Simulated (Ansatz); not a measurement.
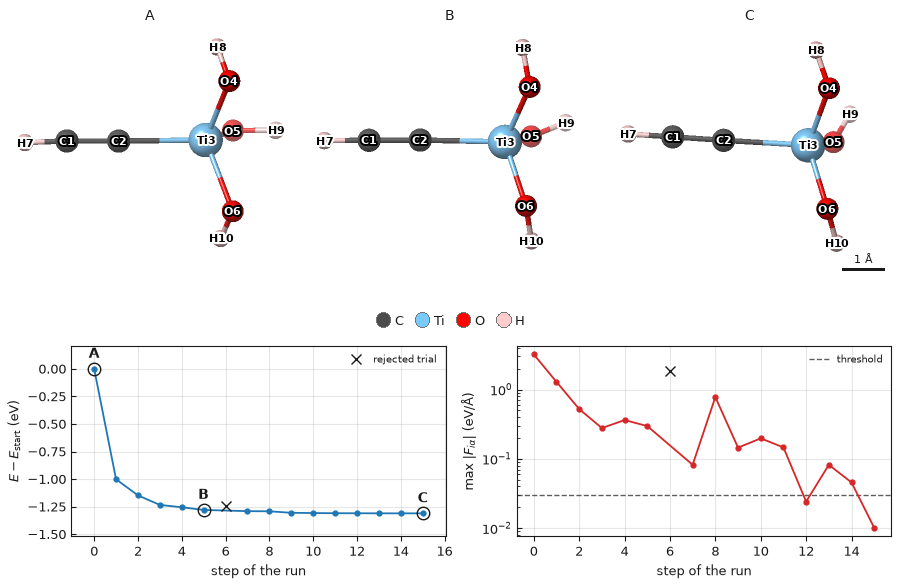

Frames of a relaxation of C2H4O3Ti (coarse preliminary run), marked on the history of the run. Style: ball-and-stick. Shown face on.

The start comes from a force field.

Method: Ansatz 0.2.0, RKS PBE-D4/def2-SVP.

Input
```yaml
crystal:
  periodic: [false, false, false]
  atoms:
    - {symbol: C, position_ang: [1.582600, -1.774700, -1.489000]}
    - {symbol: C, position_ang: [0.889900, -0.975600, -0.816700]}
    - {symbol: Ti, position_ang: [-0.252100, 0.344200, 0.360400]}
    - {symbol: O, position_ang: [-0.394100, -0.430000, 2.155800]}
    - {symbol: O, position_ang: [-1.971600, 0.644500, -0.473700]}
    - {symbol: O, position_ang: [0.739200, 2.066500, 0.533800]}
    - {symbol: H, position_ang: [2.123400, -2.392400, -2.098400]}
    - {symbol: H, position_ang: [-0.972300, -1.236300, 1.992600]}
    - {symbol: H, position_ang: [-2.428300, 1.293000, 0.202700]}
    - {symbol: H, position_ang: [0.766300, 2.409500, -0.364500]}
basis:
  gaussian: {orbitals: def2-SVP}
hamiltonian: {xc: pbe, dispersion: d4}
relax: {f_tol: 0.03, max_steps: 200}
```

Launched with:
```bash
ansatz run in.yaml --threads 4 --pin off --events-out ev --progress --plain --max-ram 11315MiB
```

Q: Describe the path.

A: The largest move after the best rigid fit is that of H9, 0.90 Å. Largest moves by element: H 0.90 Å, O 0.35 Å, C 0.23 Å, Ti 0.16 Å. Some distances before and after: Ti3–O6 1.995 → 1.795 Å, Ti3–O4 1.960 → 1.790 Å, Ti3–O5 1.935 → 1.786 Å, O5–H9 1.042 → 0.972 Å. Among the angles between lasting bonds that change: Ti3–O5–H9 101.9° → 136.5°, Ti3–O4–H8 102.1° → 127.9°, Ti3–O6–H10 103.9° → 125.4°. Groups turn about Ti3–O5 by about 80°, Ti3–O6 by about 30°, Ti3–O4 by about 20°. The energy falls by 1.310 eV in 14 accepted moves (15 points after the start). Largest force component: 3.2 eV/Å at the start, 0.01 eV/Å at the end. The line search rejected the trial step at point 6 of the run. The forces were under the threshold at step 12, but the run went on from there. From step 0 to 5: H9 moves most (0.45 Å), energy −1.279 eV. From step 5 to 15: H9 moves most (0.47 Å), energy −0.031 eV.

```json
{"step": "0", "E − E(0), eV": "0.0000", "largest force component, eV/Å": "3.2139", "note": ""}
{"step": "1", "E − E(0), eV": "-1.0011", "largest force component, eV/Å": "1.2922", "note": ""}
{"step": "2", "E − E(0), eV": "-1.1472", "largest force component, eV/Å": "0.5238", "note": ""}
{"step": "3", "E − E(0), eV": "-1.2338", "largest force component, eV/Å": "0.2783", "note": ""}
{"step": "4", "E − E(0), eV": "-1.2551", "largest force component, eV/Å": "0.3630", "note": ""}
{"step": "5", "E − E(0), eV": "-1.2792", "largest force component, eV/Å": "0.2976", "note": ""}
{"step": "6", "E − E(0), eV": "-1.2423", "largest force component, eV/Å": "1.8577", "note": "rejected"}
{"step": "7", "E − E(0), eV": "-1.2904", "largest force component, eV/Å": "0.0822", "note": ""}
{"step": "8", "E − E(0), eV": "-1.2917", "largest force component, eV/Å": "0.7789", "note": ""}
{"step": "9", "E − E(0), eV": "-1.3052", "largest force component, eV/Å": "0.1452", "note": ""}
{"step": "10", "E − E(0), eV": "-1.3075", "largest force component, eV/Å": "0.1977", "note": ""}
{"step": "11", "E − E(0), eV": "-1.3091", "largest force component, eV/Å": "0.1464", "note": ""}
{"step": "12", "E − E(0), eV": "-1.3096", "largest force component, eV/Å": "0.0242", "note": ""}
{"step": "13", "E − E(0), eV": "-1.3100", "largest force component, eV/Å": "0.0821", "note": ""}
{"step": "14", "E − E(0), eV": "-1.3102", "largest force component, eV/Å": "0.0457", "note": ""}
{"step": "15", "E − E(0), eV": "-1.3103", "largest force component, eV/Å": "0.0101", "note": ""}
```
